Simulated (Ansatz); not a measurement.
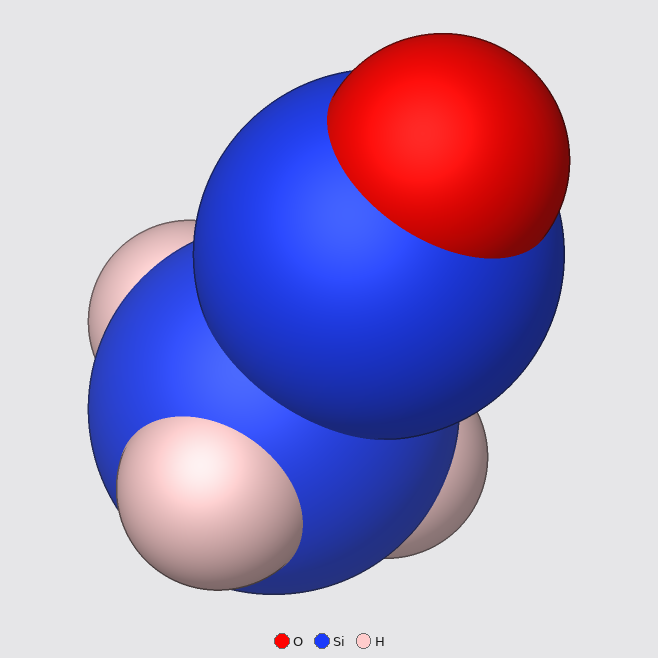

Charge +1, singlet. Computed geometry: PBE0-D4/def2-TZVP optimisation. No frequency run is at hand to confirm it as a minimum.

Draw it as a skeletal formula.

SMILES: O=[Si+][SiH3]

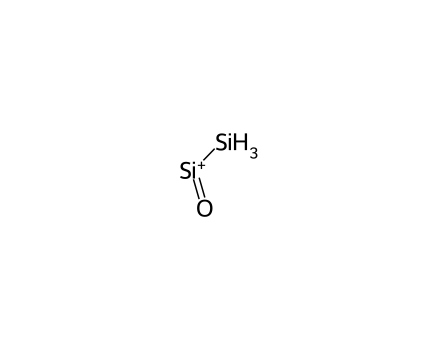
